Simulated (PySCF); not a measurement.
System: C5H7AlS (SMILES Cc1cs[c]([AlH2])c1).

The calculation's input:

```
{"job": {"kind": "uv", "xc": "CAM-B3LYP", "basis": "def2-SVPD", "nstates": 8, "ntriplets": 3}, "charge": 0, "multiplicity": 1}
C     -2.185820     0.884293     0.029849
C     -1.000896    -0.004600    -0.161876
C     -1.041898    -1.257131    -0.696082
S      0.502471    -2.003432    -0.771857
C      1.276074    -0.605321    -0.061911
Al     3.145628    -0.218204     0.403189
C      0.320088     0.354305     0.194686
H     -2.307015     1.129023     1.084709
H     -3.092732     0.399805    -0.323109
H     -2.049015     1.816025    -0.518049
H     -1.899547    -1.792141    -1.054987
H      3.425052     1.194804     0.965954
H      4.329979    -1.204902     0.249834
H      0.576954     1.307002     0.637483
```

Run with:

```sh
OMP_NUM_THREADS=1 python probes_run.py task.json out
```

Geometry: GFN2-xTB.

Method: PySCF 2.14.0, CAM-B3LYP/def2-SVPD, SCF density, gas phase.

Q: Predict the electron density and electron localisation function between the atoms.

A: C–C (1.36 Å): ρ at the midpoint is about 2.2 e/Å³; the ELF peaks at about 0.95 between the atoms; a covalent bond.
C–S (1.72 Å): ρ at the midpoint is about 1.5 e/Å³; the ELF peaks at about 0.95 between the atoms, as expected for localised, covalent bonding.
C–Al (1.97 Å): ρ at the midpoint is about 0.7 e/Å³; the ELF peaks at about 0.95 between the atoms; a shared but strongly polarised pair.
C–H (1.07 Å): the density is about 2 e/Å³ at the midpoint; the ELF climbs to about 1 towards the hydrogen, as it does in any bond to H; a covalent bond by its length.

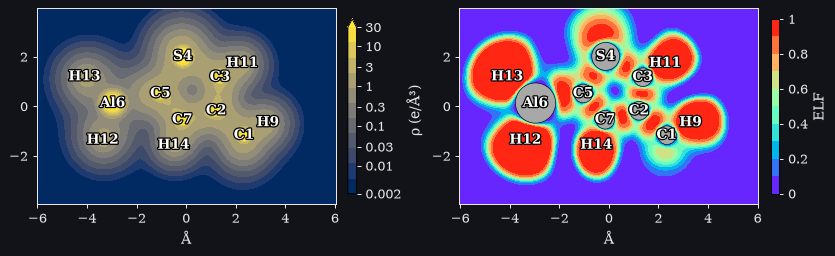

Computed electron density and electron localisation function on the plane of atoms C2, C3 and H11, in this order. Grey discs cover the atomic cores in the ELF map. 
